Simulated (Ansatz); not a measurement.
# Geometry relaxation, with input and output: GeNH5 (part 2 of 2)

The same run, continued: GeNH5; RKS B3LYP/def2-SVP (Ansatz 0.2.0). It belongs to a series of runs on one base structure; here: end point B relaxed.

Geometry of the input (Å):
```
N  -0.0718  -1.2491  -0.1260
Ge 0.1555  0.6360  -0.1481
H  0.3121  -1.5721  0.7073
H  -1.0723  -1.3406  -0.0151
H  1.0140  1.0960  1.0689
H  0.8359  1.0879  -1.4725
H  -1.2786  1.2942  -0.0578
```

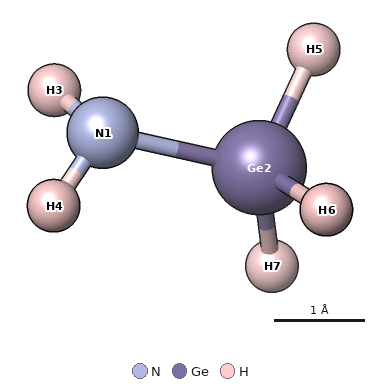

*The geometry at step 13 of the log (ball-and-stick view, seen at a tilt; atoms are numbered from 1 in the order of the input).*

**Trajectory as extended XYZ, continued**
```
7
Properties=species:S:1:pos:R:3:forces:R:3 step=6 energy=-58082.65527
N    -0.1066   -1.1707   -0.0736   -0.0261  -0.0124   0.0110
Ge    0.1276    0.6656   -0.1359    0.0227  -0.0240  -0.0107
H     0.3608   -1.6235    0.7090   -0.0018   0.0056   0.0047
H    -1.0817   -1.4631   -0.0726    0.0087  -0.0110  -0.0037
H     1.0146    1.1111    1.0500   -0.0019   0.0071  -0.0098
H     0.8238    1.0553   -1.4577   -0.0061   0.0278   0.0102
H    -1.2436    1.3776   -0.0624    0.0046   0.0069  -0.0016
7
Properties=species:S:1:pos:R:3:forces:R:3 step=7 energy=-58082.65587
N    -0.0981   -1.1722   -0.0649    0.1081   0.0990  -0.0796
Ge    0.1291    0.6650   -0.1355   -0.0159  -0.0284  -0.0093
H     0.3275   -1.6103    0.7448    0.0810  -0.0565   0.1309
H    -1.0627   -1.4804   -0.1167   -0.1684  -0.0331  -0.0382
H     1.0324    1.1097    1.0372   -0.0012  -0.0116  -0.0017
H     0.8065    1.0607   -1.4645   -0.0044   0.0114  -0.0052
H    -1.2399    1.3797   -0.0437    0.0007   0.0192   0.0031
7
Properties=species:S:1:pos:R:3:forces:R:3 step=8 energy=-58082.65627
N    -0.0889   -1.1763   -0.0599   -0.0730   0.0508   0.0541
Ge    0.1261    0.6705   -0.1384    0.0027  -0.1996   0.0346
H     0.3174   -1.6071    0.7717   -0.0713   0.0858  -0.0906
H    -1.0567   -1.4927   -0.1426    0.1560   0.0490   0.0061
H     1.0394    1.1002    1.0323   -0.0055   0.0109  -0.0163
H     0.7973    1.0653   -1.4719   -0.0211   0.0024   0.0094
H    -1.2397    1.3924   -0.0344    0.0123   0.0008   0.0026
7
Properties=species:S:1:pos:R:3:forces:R:3 step=9 energy=-58082.67175
N    -0.0482   -1.1723   -0.0269   -0.0397  -0.1185   0.0532
Ge    0.1262    0.6662   -0.1296   -0.0144   0.0279  -0.0039
H     0.1816   -1.5562    0.8899   -0.0649   0.0515  -0.0734
H    -0.9580   -1.5392   -0.3102    0.1272   0.0438   0.0209
H     1.0973    1.0936    0.9916   -0.0008  -0.0152  -0.0134
H     0.7207    1.0518   -1.5011   -0.0180  -0.0050   0.0019
H    -1.2249    1.4083    0.0431    0.0106   0.0155   0.0146
7
Properties=species:S:1:pos:R:3:forces:R:3 step=10 energy=-58082.63826 accepted=F
N    -0.0084   -1.1689    0.0077   -0.8707  -0.9952   0.4305
Ge    0.1238    0.6635   -0.1232    0.0274   0.2614   0.0023
H     0.0409   -1.5055    1.0007   -0.2391   0.3062  -1.2194
H    -0.8503   -1.5864   -0.4695    1.1020   0.4767   0.7709
H     1.1525    1.0828    0.9500   -0.0232   0.0114  -0.0325
H     0.6462    1.0388   -1.5299   -0.0422  -0.0488   0.0461
H    -1.2098    1.4278    0.1209    0.0456  -0.0118   0.0020
7
Properties=species:S:1:pos:R:3:forces:R:3 step=11 energy=-58082.68113
N    -0.0273   -1.1718   -0.0084   -0.0206  -0.0614   0.0070
Ge    0.1221    0.6683   -0.1259    0.0249   0.0023   0.0178
H     0.1056   -1.5343    0.9351   -0.0507   0.0403  -0.0347
H    -0.8929   -1.5609   -0.3816    0.0658   0.0107   0.0068
H     1.1225    1.0862    0.9716    0.0006   0.0102  -0.0122
H     0.6821    1.0399   -1.5153   -0.0245  -0.0068   0.0015
H    -1.2172    1.4247    0.0812    0.0046   0.0048   0.0139
7
Properties=species:S:1:pos:R:3:forces:R:3 step=12 energy=-58082.68754
N    -0.0082   -1.1737    0.0092   -0.1479  -0.1892   0.1391
Ge    0.1268    0.6677   -0.1180   -0.0182   0.0167  -0.0100
H     0.0194   -1.5147    0.9762   -0.0735   0.0897  -0.2936
H    -0.8274   -1.5806   -0.4544    0.2360   0.1019   0.1468
H     1.1510    1.0957    0.9527    0.0062  -0.0009  -0.0198
H     0.6382    1.0266   -1.5296   -0.0062  -0.0198   0.0191
H    -1.2049    1.4311    0.1205    0.0037   0.0016   0.0184
7
Properties=species:S:1:pos:R:3:forces:R:3 step=13 energy=-58082.69709
N     0.0173   -1.1724    0.0386   -0.0549  -0.0761   0.0344
Ge    0.1302    0.6705   -0.1041   -0.0102  -0.0228   0.0054
H    -0.1182   -1.5024    0.9941    0.0350   0.0505   0.0116
H    -0.7203   -1.5936   -0.5261    0.0348   0.0398  -0.0532
H     1.1936    1.1231    0.9153    0.0054  -0.0006   0.0011
H     0.5857    0.9945   -1.5406   -0.0067  -0.0029  -0.0049
H    -1.1933    1.4325    0.1795   -0.0033   0.0122   0.0055
7
Properties=species:S:1:pos:R:3:forces:R:3 step=14 energy=-58082.68553 accepted=F
N     0.0396   -1.1906    0.0499    0.2371   0.3800  -0.1219
Ge    0.1214    0.6500   -0.0941    0.1808   0.3380  -0.0912
H    -0.1723   -1.4694    0.9973   -0.1185  -0.2736   0.3822
H    -0.6628   -1.5833   -0.5618   -0.2723  -0.2790  -0.1941
H     1.1998    1.1216    0.9040    0.0001  -0.0190  -0.0146
H     0.5487    0.9717   -1.5427   -0.0039  -0.0202   0.0279
H    -1.1795    1.4522    0.2042   -0.0234  -0.1261   0.0117
7
Properties=species:S:1:pos:R:3:forces:R:3 step=15 energy=-58082.69847
N     0.0204   -1.1732    0.0472   -0.0347  -0.0273   0.0194
Ge    0.1303    0.6698   -0.1005   -0.0024  -0.0171   0.0018
H    -0.1473   -1.4970    0.9996    0.0151   0.0234  -0.0021
H    -0.6929   -1.5962   -0.5464    0.0245   0.0197  -0.0209
H     1.2027    1.1272    0.9076    0.0033   0.0003  -0.0013
H     0.5712    0.9860   -1.5434   -0.0039  -0.0027  -0.0007
H    -1.1895    1.4356    0.1927   -0.0018   0.0036   0.0037
7
Properties=species:S:1:pos:R:3:forces:R:3 step=16 energy=-58082.69753 accepted=F
N     0.0210   -1.1651    0.0566   -0.0040  -0.1746   0.0305
Ge    0.1298    0.6668   -0.0966   -0.0632   0.2233   0.0420
H    -0.1783   -1.4860    1.0026   -0.0029  -0.0218   0.0188
H    -0.6566   -1.5983   -0.5682   -0.0173  -0.0149  -0.0248
H     1.2165    1.1238    0.8986   -0.0231   0.0158  -0.0113
H     0.5551    0.9715   -1.5441    0.0059   0.0192  -0.0379
H    -1.1927    1.4396    0.2079    0.1046  -0.0469  -0.0172
7
Properties=species:S:1:pos:R:3:forces:R:3 step=17 energy=-58082.69895
N     0.0215   -1.1729    0.0527   -0.0181  -0.0103   0.0101
Ge    0.1306    0.6696   -0.0981   -0.0010  -0.0093   0.0004
H    -0.1658   -1.4946    1.0019    0.0059   0.0101  -0.0021
H    -0.6754   -1.5977   -0.5583    0.0140   0.0087  -0.0096
H     1.2088    1.1305    0.9024    0.0019   0.0007  -0.0015
H     0.5624    0.9805   -1.5449   -0.0021  -0.0017  -0.0001
H    -1.1873    1.4368    0.2009   -0.0005   0.0018   0.0028
7
Properties=species:S:1:pos:R:3:forces:R:3 step=18 energy=-58082.69917
N     0.0234   -1.1727    0.0604    0.0040   0.0144  -0.0017
Ge    0.1294    0.6686   -0.0951    0.0190   0.0174  -0.0077
H    -0.1916   -1.4898    1.0048   -0.0055  -0.0138   0.0075
H    -0.6500   -1.6015   -0.5728   -0.0105  -0.0117  -0.0069
H     1.2171    1.1321    0.8937   -0.0009   0.0070   0.0052
H     0.5510    0.9756   -1.5460   -0.0048  -0.0068   0.0007
H    -1.1845    1.4400    0.2118   -0.0014  -0.0065   0.0029
7
Properties=species:S:1:pos:R:3:forces:R:3 step=19 energy=-58082.69920
N     0.0235   -1.1719    0.0626    0.0032  -0.0003   0.0087
Ge    0.1327    0.6692   -0.0932   -0.0144   0.0102  -0.0073
H    -0.2028   -1.4899    1.0044   -0.0050  -0.0121  -0.0088
H    -0.6411   -1.6010   -0.5805    0.0038   0.0022   0.0124
H     1.2195    1.1393    0.8940    0.0053  -0.0053  -0.0093
H     0.5442    0.9674   -1.5487    0.0068   0.0066   0.0069
H    -1.1813    1.4390    0.2182    0.0003  -0.0014  -0.0027
```

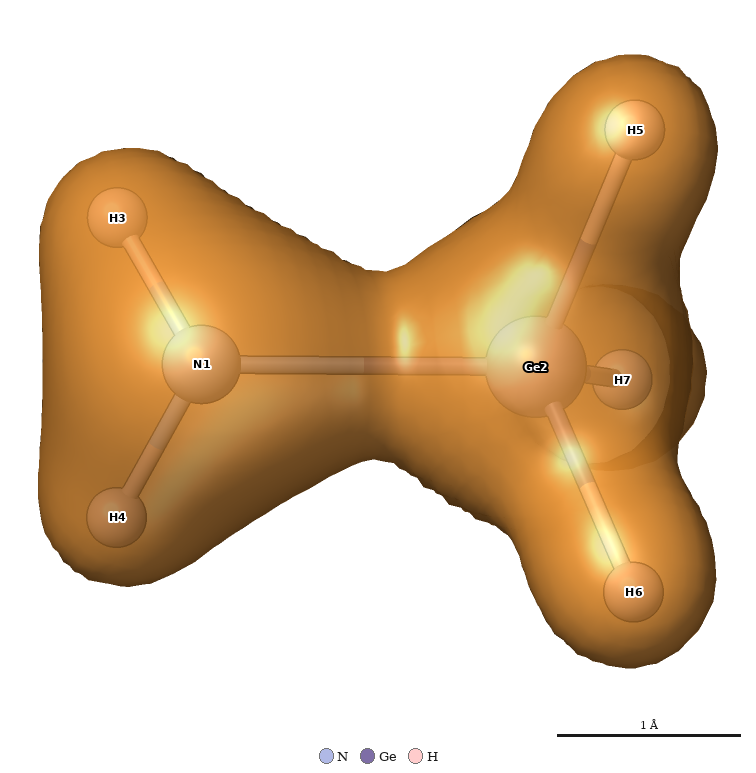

*Isosurface of the total electron density at 0.5 e/Å³ (orange), seen face on.*

At this value the surface is in one piece. On the grid the lowest density along these lines, outside the cores, is 0.91 e/Å³ (Ge–N, 1.85 Å), 2.2 e/Å³ (N–H, 1.02 Å) and 0.89 e/Å³ (Ge–H, 1.54 Å).

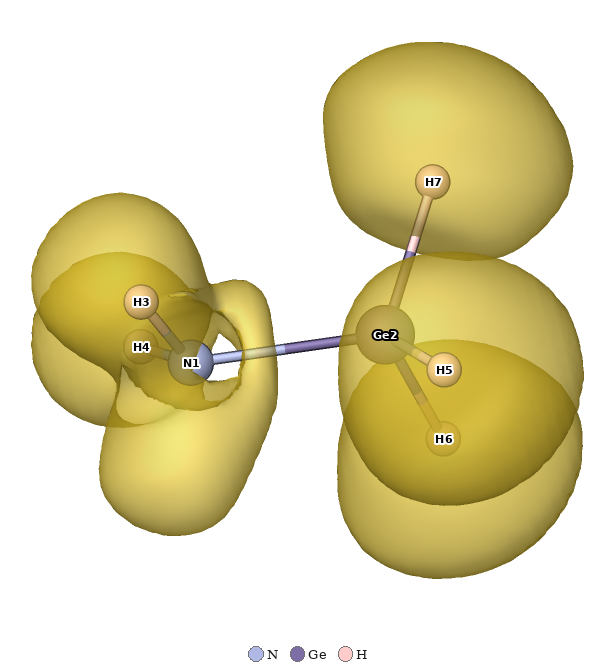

*Isosurface of the ELF at 0.75 (yellow), seen from the side. Core shells and regions of very low density are left out.*

Profiles from the grid: Ge–N (1.85 Å): the ELF peaks at about 0.90 in the valence shell of N, 0.6 Å from its nucleus, and is about 0.45 at the midpoint. N–H (1.02 Å): the ELF climbs to about 1 towards the hydrogen, as it does in any bond to H (a covalent bond by its length).

**Key numbers**

- outcome: converged
- total energy: −58082.6994 eV
- mean-field energy: −58082.6994 eV
- largest force (length of the vector) at the end: 0.019 eV/Å
- hardware: 1 thread of Intel Xeon (Sapphire Rapids), 192 GiB of memory available, shared host
- wall time: 44 s
- peak memory: 0.15 GiB
